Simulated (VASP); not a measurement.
Band structure of Na₂S (antifluorite). Method: revTPSS meta-GGA, VASP's PBE PAW potentials (set 64) (plane waves; VASP).

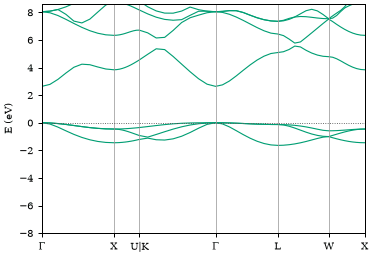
Figure: Bands along high-symmetry lines, zero at the valence-band maximum or, without a gap, the Fermi level

**Question.** Read the plot: is there a gap, and where are the band edges?

**Answer.** The gap is direct, 2.64 eV, from the valence maximum at Γ to the conduction minimum at Γ.

The compound is Na2S in the antifluorite structure. It was relaxed first.
